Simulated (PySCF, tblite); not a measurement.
**C₃H₈Cl₂OSi₂: geometry, infrared bands and NMR shifts**

Wanted: the infrared bands and NMR shifts of C₃H₈Cl₂OSi₂ (`CO[SiH2]/C=C(\Cl)[SiH2]Cl`), by calculation.

Programs: tblite 0.8.0 and PySCF 2.14.0, with density-fitted response routines of our own. Each step states its level of theory. These are calculated values for one molecule in the gas phase, unless marked as measured. Atoms count from 0, in the outputs and in this text.

## Step 1: The starting structure

16 atoms, charge 0, multiplicity 1; geometry from: force field or distance geometry start.

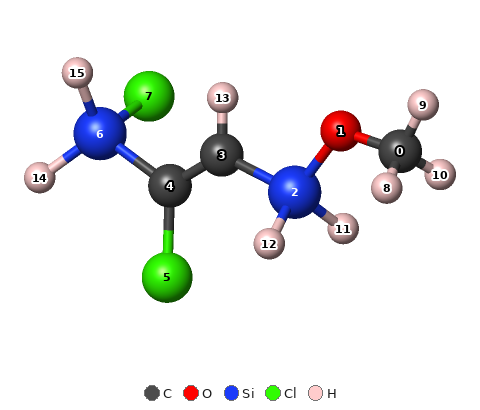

The starting geometry (carbon dark grey, oxygen red, silicon blue, chlorine green, hydrogen pink), atoms numbered.

## Step 2: Optimising the geometry with GFN2-xTB

The job: settings as JSON, then the geometry in Å.

```
{"job": {"kind": "relax", "xc": "GFN2-xTB", "basis": "xTB"}, "charge": 0, "multiplicity": 1}
C     -3.452100    -0.342700    -0.396000
O     -2.089400    -0.647200    -0.258700
Si    -1.006500     0.600500    -0.013700
C      0.706100     0.001700     0.085200
C      1.852500     0.655800     0.354800
Cl     1.841400     2.391400     0.645500
Si     3.514000    -0.223700     0.392900
Cl     3.969300    -0.487100    -1.580200
H     -3.850600     0.146300     0.503800
H     -4.012700    -1.278100    -0.531200
H     -3.638100     0.285600    -1.278600
H     -1.156200     1.545300    -1.148500
H     -1.394800     1.303100     1.245700
H      0.735800    -1.076800    -0.095400
H      4.580800     0.600800     1.023700
H      3.393100    -1.567000     1.039300
```

Launch:

```sh
$ OMP_NUM_THREADS=1 python probes_run.py task.json out
```

The driver reads the jobs from task.json and runs them one after another.

Log:

```text
step      E/eV     max force
  0    -739.65427    2.236
  1    -739.75384    1.254
  2    -739.79379    0.578
  3    -739.82529    0.512
  4    -739.84702    0.360
  5    -739.86389    0.402
  6    -739.87664    0.319
  7    -739.88601    0.346
  8    -739.89545    0.323
  9    -739.90542    0.245
 10    -739.91555    0.255
 11    -739.92530    0.309
 12    -739.93422    0.342
 13    -739.94207    0.271
 14    -739.94844    0.195
 15    -739.95292    0.189
 16    -739.95616    0.174
 17    -739.95920    0.201
 18    -739.96222    0.199
 19    -739.96446    0.128
 20    -739.96569    0.081
 21    -739.96645    0.088
 22    -739.96718    0.098
 23    -739.96794    0.083
 24    -739.96854    0.051
 25    -739.96898    0.067
 26    -739.96946    0.078
 27    -739.97010    0.085
 28    -739.97076    0.072
 29    -739.97118    0.036
 30    -739.97138    0.031
 31    -739.97151    0.033
 32    -739.97164    0.035
 33    -739.97179    0.027
 34    -739.97194    0.028
 35    -739.97209    0.028
 36    -739.97223    0.031
 37    -739.97235    0.026
 38    -739.97244    0.021
 39    -739.97253    0.029
 40    -739.97263    0.031
 41    -739.97272    0.026
 42    -739.97278    0.020
 43    -739.97283    0.021
 44    -739.97290    0.024
 45    -739.97301    0.034
 46    -739.97315    0.036
 47    -739.97331    0.031
 48    -739.97347    0.025
 49    -739.97365    0.034
 50    -739.97385    0.039
 51    -739.97402    0.027
 52    -739.97414    0.025
 53    -739.97424    0.024
 54    -739.97440    0.037
 55    -739.97461    0.044
 56    -739.97483    0.032
 57    -739.97496    0.022
 58    -739.97503    0.019
 59    -739.97509    0.021
 60    -739.97515    0.017
 61    -739.97519    0.018
 62    -739.97521    0.013
 63    -739.97523    0.012
 64    -739.97526    0.011
 65    -739.97528    0.014
 66    -739.97531    0.015
 67    -739.97533    0.013
 68    -739.97536    0.014
 69    -739.97540    0.016
 70    -739.97545    0.015
 71    -739.97548    0.014
 72    -739.97551    0.015
 73    -739.97555    0.017
 74    -739.97563    0.027
 75    -739.97579    0.040
 76    -739.97611    0.055
 77    -739.97655    0.062
 78    -739.97694    0.048
 79    -739.97724    0.036
 80    -739.97738    0.044
 81    -739.97760    0.037
 82    -739.97798    0.049
 83    -739.97824    0.050
 84    -739.97847    0.038
 85    -739.97865    0.032
 86    -739.97885    0.028
 87    -739.97901    0.024
 88    -739.97908    0.020
 89    -739.97910    0.031
 90    -739.97914    0.020
 91    -739.97920    0.017
 92    -739.97929    0.029
 93    -739.97941    0.036
 94    -739.97953    0.031
 95    -739.97963    0.026
 96    -739.97970    0.023
 97    -739.97979    0.020
 98    -739.97986    0.020
 99    -739.97991    0.015
100    -739.97994    0.019
101    -739.97999    0.020
102    -739.98005    0.022
103    -739.98014    0.027
104    -739.98029    0.027
105    -739.98047    0.037
106    -739.98068    0.042
107    -739.98089    0.040
108    -739.98099    0.046
109    -739.98112    0.042
110    -739.98124    0.026
111    -739.98137    0.021
112    -739.98149    0.036
113    -739.98162    0.044
114    -739.98180    0.040
115    -739.98201    0.027
116    -739.98222    0.024
117    -739.98241    0.032
118    -739.98257    0.035
119    -739.98267    0.027
120    -739.98273    0.017
121    -739.98277    0.016
122    -739.98279    0.017
123    -739.98283    0.019
124    -739.98287    0.015
125    -739.98292    0.014
126    -739.98293    0.012
127    -739.98295    0.007
```

It took 2.1 s on 1 thread of Arm Neoverse N1, shared host; peak memory 0.18 GiB.

The steps of the relaxation: (not every step is listed)

```csv
step,energy from step 0 (eV),largest force (eV/Å)
0,0.0000,2.2359
1,-0.0996,1.2535
2,-0.1395,0.5781
3,-0.1710,0.5120
4,-0.1928,0.3600
5,-0.2096,0.4020
6,-0.2224,0.3191
7,-0.2317,0.3459
8,-0.2412,0.3233
19,-0.3102,0.1283
30,-0.3171,0.0314
41,-0.3184,0.0260
52,-0.3199,0.0252
63,-0.3210,0.0116
74,-0.3214,0.0269
85,-0.3244,0.0316
96,-0.3254,0.0234
107,-0.3266,0.0404
118,-0.3283,0.0354
122,-0.3285,0.0166
123,-0.3286,0.0193
124,-0.3286,0.0151
125,-0.3287,0.0138
126,-0.3287,0.0118
127,-0.3287,0.0073
```

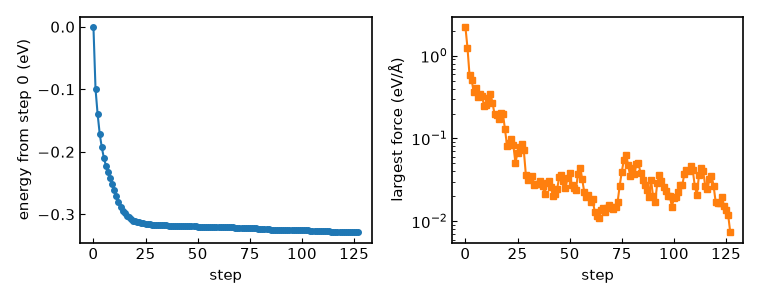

Energy and force, step by step.

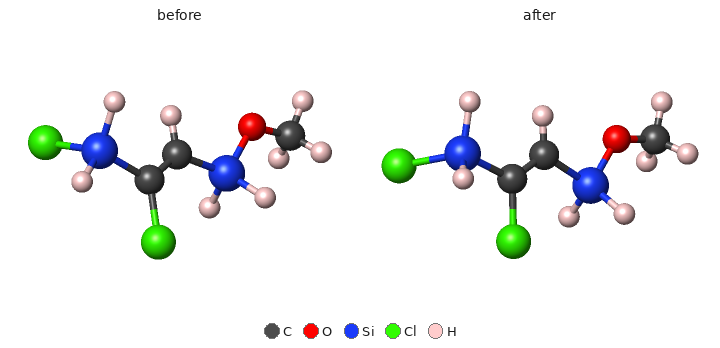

Before and after, at one scale.

Distances of close pairs at the start and the end, largest changes first:

| bond | before (Å) | after (Å) | change (Å) |
| --- | --- | --- | --- |
| Si2–C3 | 1.817 | 1.876 | +0.059 |
| O1–Si2 | 1.670 | 1.622 | -0.048 |
| Si6–H15 | 1.496 | 1.460 | -0.036 |
| Si6–Cl7 | 2.042 | 2.008 | -0.034 |
| Si6–H14 | 1.489 | 1.458 | -0.030 |
| Si2–H12 | 1.493 | 1.468 | -0.025 |
| C3–C4 | 1.347 | 1.326 | -0.021 |
| C4–Cl5 | 1.760 | 1.739 | -0.021 |

The next job starts from the end point, and lists it.

## Step 3: Harmonic vibrations with GFN2-xTB

The job: settings as JSON, then the geometry in Å.

```
{"job": {"kind": "ir", "xc": "GFN2-xTB", "basis": "xTB"}, "charge": 0, "multiplicity": 1}
C     -3.443346    -0.381457    -0.311936
O     -2.059626    -0.448245    -0.171138
Si    -1.025656     0.794701    -0.038489
C      0.603355    -0.122616     0.121666
C      1.774881     0.491325     0.215981
Cl     1.796937     2.230047     0.189573
Si     3.499870    -0.280132     0.352672
Cl     4.455710    -0.002930    -1.391432
H     -3.902124     0.049173     0.581443
H     -3.820360    -1.394433    -0.457361
H     -3.720096     0.232841    -1.171914
H     -1.068639     1.653275    -1.226988
H     -1.305834     1.610558     1.149468
H      0.612305    -1.202840     0.141213
H      4.241795     0.391606     1.413473
H      3.353228    -1.712876     0.592357
```

Log:

```text
mode    cm-1     km/mol
  1      20.5      0.38
  2      55.5      0.12
  3      64.5      1.21
  4      72.6      1.52
  5      88.6      1.47
  6     120.1      4.40
  7     148.3      0.16
  8     165.3      0.30
  9     176.5      2.23
 10     265.0      8.67
 11     334.1      6.97
 12     400.3     16.55
 13     483.4     56.43
 14     517.3     53.04
 15     529.6     93.92
 16     553.0      6.63
 17     591.8     15.44
 18     617.4     24.34
 19     701.0    542.44
 20     748.3    172.63
 21     762.2    193.95
 22     770.5    106.47
 23     797.0     16.28
 24     806.7    217.55
 25     815.1    153.37
 26     880.3    191.93
 27    1135.5      2.63
 28    1139.7     84.34
 29    1162.3    191.44
 30    1187.6     23.05
 31    1419.9      0.14
 32    1483.2      5.50
 33    1490.7      1.75
 34    1634.6     30.77
 35    2201.2    340.02
 36    2241.0     96.48
 37    2276.1    297.54
 38    2300.1    127.21
 39    2948.4     39.54
 40    2962.5     47.30
 41    2991.6     29.43
 42    3061.5     14.23
```

It took 1.4 s on 1 thread of Arm Neoverse N1, shared host; peak memory 0.18 GiB.

Which atoms move in the most intense modes:

```
cm⁻¹  km/mol                        atoms
 701   542.4           H15 45 %, H14 42 %
 748   172.6  H11 39 %, H12 39 %, C3 11 %
 762   193.9           H15 48 %, H14 45 %
 807   217.6  Si2 35 %, C3 30 %, H13 14 %
 880   191.9                      C4 63 %
1162   191.4    O1 43 %, C0 26 %, H9 18 %
2201   340.0           H12 62 %, H11 34 %
2276   297.5           H15 80 %, H14 16 %
```

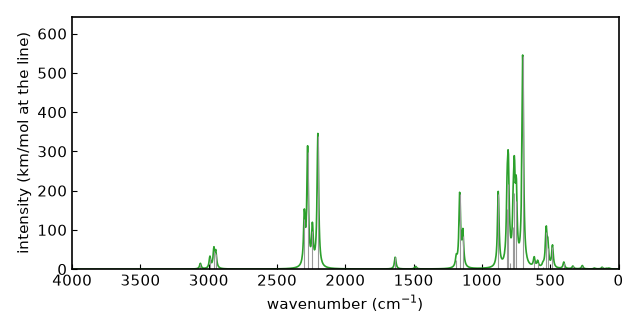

The infrared spectrum from these modes, unscaled. Lines are broadened to a width of 14 cm⁻¹ (Lorentzian).

## Step 4: Shielding tensors: PBE0/pcSseg-1

Same as in step 3 but for these lines:

```diff
@@ -1,2 +1,2 @@
-{"job": {"kind": "ir", "xc": "GFN2-xTB", "basis": "xTB"}, "charge": 0, "multiplicity": 1}
+{"job": {"kind": "nmr", "xc": "PBE0", "basis": "pcSseg-1"}, "charge": 0, "multiplicity": 1}
 C     -3.443346    -0.381457    -0.311936
```

Level: GIAO PBE0/pcSseg-1 NMR shielding, non-relativistic, gas phase.

Log:

```text
coarse grid: 15800 points
cycle   1  E = -1692.7847985974  dE =  9.026e-01  |g| = 7.135e-01  |ddm| = 3.734e+00
cycle   2  E = -1692.6358877095  dE =  1.489e-01  |g| = 1.123e+00  |ddm| = 1.686e+00
cycle   3  E = -1692.8820142268  dE = -2.461e-01  |g| = 1.102e-01  |ddm| = 1.194e+00
cycle   4  E = -1692.8844240768  dE = -2.410e-03  |g| = 4.731e-02  |ddm| = 1.574e-01
cycle   5  E = -1692.8848971246  dE = -4.730e-04  |g| = 1.904e-02  |ddm| = 5.358e-02
cycle   6  E = -1692.8849764624  dE = -7.934e-05  |g| = 4.775e-03  |ddm| = 1.844e-02
cycle   7  E = -1692.8849817777  dE = -5.315e-06  |g| = 7.796e-04  |ddm| = 5.066e-03
final grid: 135152 points
cycle   8  E = -1692.9396636136  dE = -2.838e-05  |g| = 9.989e-03  |ddm| = 2.144e-02
cycle   9  E = -1692.9396477982  dE =  1.582e-05  |g| = 1.336e-02  |ddm| = 1.612e-02
cycle  10  E = -1692.9396818178  dE = -3.402e-05  |g| = 1.476e-03  |ddm| = 1.036e-02
cycle  11  E = -1692.9396821926  dE = -3.748e-07  |g| = 3.228e-04  |ddm| = 1.548e-03
cycle  12  E = -1692.9396822151  dE = -2.246e-08  |g| = 7.861e-05  |ddm| = 3.270e-04
cycle  13  E = -1692.9396822163  dE = -1.245e-09  |g| = 3.783e-05  |ddm| = 1.100e-04
cycle  14  E = -1692.9396822167  dE = -3.652e-10  |g| = 8.599e-06  |ddm| = 3.965e-05
converged SCF energy = -1692.9396822167

GIAO shielding tensors (ppm)
atom      isotropic    diamagn.    paramagn.     s11        s22        s33       span
  0 C      132.996     238.967    -105.972    106.166    107.419    185.402     79.235
  1 O      341.128     401.677     -60.550    294.387    363.733    365.263     70.876
  2 Si     382.486     881.678    -499.192    342.282    346.454    458.721    116.439
  3 C       33.117     259.522    -226.405    -85.176     46.064    138.462    223.638
  4 C       24.202     258.017    -233.816   -102.892     56.999    118.497    221.389
  5 Cl     668.255    1149.126    -480.871    419.557    659.324    925.883    506.326
  6 Si     371.531     877.560    -506.029    360.635    370.531    383.428     22.794
  7 Cl     998.124    1147.112    -148.988    933.928    999.151   1061.294    127.366
  8 H       27.962      26.824       1.138     23.860     25.623     34.403     10.544
  9 H       27.681      26.957       0.724     23.244     25.521     34.279     11.035
 10 H       28.020      26.918       1.101     23.955     25.732     34.371     10.416
 11 H       26.418      30.591      -4.173     22.602     26.815     29.838      7.235
 12 H       26.474      30.464      -3.990     22.618     26.677     30.128      7.510
 13 H       24.926      34.509      -9.583     21.337     23.726     29.715      8.378
 14 H       26.574      27.242      -0.668     23.172     24.947     31.602      8.430
 15 H       26.553      27.939      -1.386     22.716     25.260     31.683      8.967
```

Run time: 60 s. Hardware: 1 thread of Arm Neoverse N1, shared host; peak memory 0.91 GiB.

Shifts follow as δ = σ(reference) − σ, with reference shieldings (ppm) from runs at the same level and on the same kind of geometry: 1H TMS 31.72, 13C TMS 186.9, 29Si TMS 349.2, 17O H2O 336.1, 35Cl HCl 950. The references are single molecules in the gas phase, so shifts against H2O, NH3, PH3, H3PO4 or CFCl3 are not on the usual liquid scales and can be off by tens of ppm. Atoms listed in one row are averaged.

```csv
atoms,environment,σ (ppm),δ (ppm),δ scaled to CDCl3
C4,fully substituted alkene carbon,24.2,162.7,156.9
C3,alkene CH,33.1,153.8,148.2
C0,methyl carbon bonded to O,133.0,53.9,50.7
H13,hydrogen on an alkene CH,24.93,6.79,6.51
"H11, H12","hydrogen on a silicon bonded to C, O",26.45,5.27,–
"H14, H15","hydrogen on a silicon bonded to C, Cl",26.56,5.15,–
"H8, H9, H10",hydrogen on a methyl carbon bonded to O,27.89,3.83,3.72
O1,"oxygen bonded to C, Si",341.1,-5.0,–
Si6,"silicon bonded to C, Cl, 2 H",371.5,-22.4,–
Si2,"silicon bonded to C, O, 2 H",382.5,-33.3,–
Cl5,chlorine bonded to C,668,282,–
Cl7,chlorine bonded to Si,998,-48,–
```

The scaled column applies a straight-line fit of computed shieldings to shifts measured in CDCl3, with any fitted terms for Cl, Br or S neighbours (root-mean-square error 0.16 ppm for H, 1.9 ppm for C).

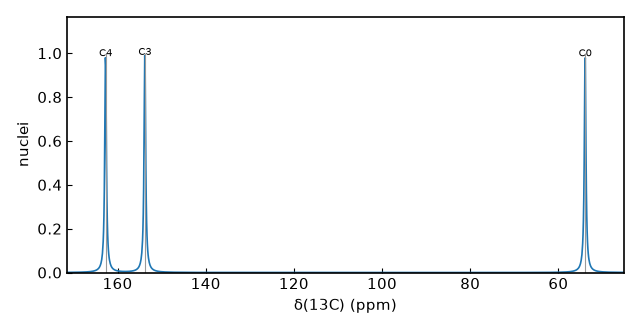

13C lines at the computed shifts, without couplings. Lines are broadened to a width of 0.44 ppm (Lorentzian).

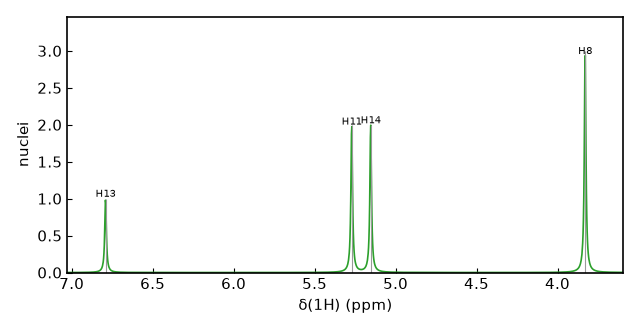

1H lines at the computed shifts, without couplings. Lines are broadened to a width of 0.01 ppm (Lorentzian).

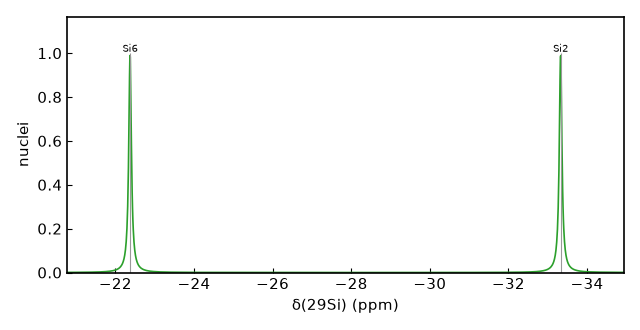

29Si lines at the computed shifts, without couplings. Lines are broadened to a width of 0.08 ppm (Lorentzian).

Charges from the same density, by scheme (e):

```csv
atoms,Mulliken,IAO,Hirshfeld,ESP fit
C0,0.00,-0.20,-0.03,-0.20
O1,-0.64,-0.64,-0.23,-0.37
Si2,0.86,1.00,0.37,0.66
C3,-0.33,-0.43,-0.14,-0.29
C4,-0.40,-0.27,-0.08,-0.07
Cl5,-0.09,-0.03,0.00,-0.08
Si6,0.80,0.81,0.34,0.31
Cl7,-0.30,-0.30,-0.11,-0.16
```

Mulliken charges:

C0 0.00; O1 -0.64; Si2 0.86; C3 -0.33; C4 -0.40; Cl5 -0.09; Si6 0.80; Cl7 -0.30; H8 0.10; H9 0.12; H10 0.10; H11 -0.10; H12 -0.11; H13 0.13; H14 -0.07; H15 -0.08

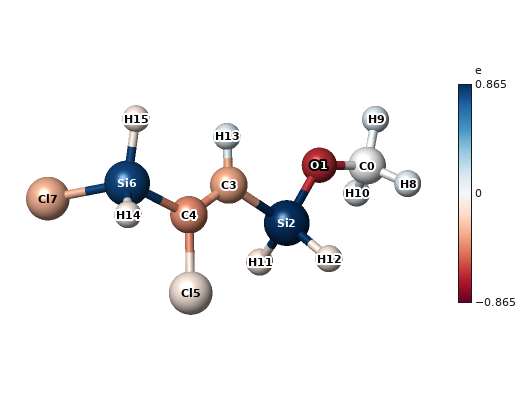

Mulliken charges, as colours on the atoms.

Mayer bond orders: C0–O1 0.90, O1–Si2 0.98, Si2–C3 0.85, C3–C4 1.87, C4–Cl5 1.02, C4–Si6 0.79, Si6–Cl7 1.01.

## Step 5: What came out

| quantity | value |
| --- | --- |
| strongest single infrared mode (GFN2-xTB) | 701 cm⁻¹, 542 km/mol |
| zero-point energy (GFN2-xTB) | 61.6 kcal/mol |
| 13C shifts against TMS (PBE0/pcSseg-1) | 162.7, 153.8, 53.9 ppm |
| 1H shifts against TMS (PBE0/pcSseg-1, means over atoms taken as alike) | 6.79, 5.27, 5.15, 3.83 ppm |
| 17O shifts against H2O (PBE0/pcSseg-1) | -5.0 ppm |
| 29Si shifts against TMS (PBE0/pcSseg-1) | -22.4, -33.3 ppm |
| 35Cl shifts against HCl (PBE0/pcSseg-1) | 282, -48 ppm |

In words: The optimisation took 127 steps and gained 0.329 eV; among the close pairs (by a distance rule), Si2–C3 changed most, from 1.817 to 1.876 Å. All 42 modes are real, so the xTB geometry is a minimum. The strongest single mode, at 701 cm⁻¹, moves mainly H15 and H14. Unscaled tight-binding wavenumbers are off by several per cent, some by more. Its intensities can rank the bands wrongly. The most deshielded hydrogen is H13 (hydrogen on an alkene CH), at 6.79 ppm: olefinic region. At PBE0/pcSseg-1: Shielding is most anisotropic at Cl5 (span 506 ppm, paramagnetic term -481 ppm).
